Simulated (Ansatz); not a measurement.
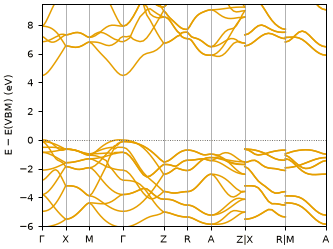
Fig. 1. Band structure from DFT-r²SCAN in the program Ansatz with PAW potentials

Question: Read off the gap and where the band edges lie.

Answer: About 4.5 eV (4.48 eV by a search for the band edges); maximum on the M–Γ line, 88 % of the way from M, minimum at Γ.

Question: Which of these materials gives this?
(A) AlN, P4_2/mnm (Al on 4g, N on 4f)
(B) MgO, P4_2/mnm (Mg on 4g, O on 4f)
(C) SrScO2F, P4/mmm (Sr on 1d, Sc on 1a, O on 2f, F on 1b)
(D) SiO2, P4_12_12 (Si on 4a, O on 8b)

Answer: A, AlN, P4_2/mnm (Al on 4g, N on 4f)

The start of the workflow was typed in or built on a structure type; neither database checked (COD, Materials Project) lists it. It is not the phase usual at ambient conditions (space group No. 186, 216). Symmetry was held in the r²SCAN relaxation; its stability against distortions is not shown here.

Potentials: the earlier of the program's two PAW sets. The files were generated under PBE; for other functionals the program regenerates the frozen cores, and for LDA and PBEsol the local potential too.
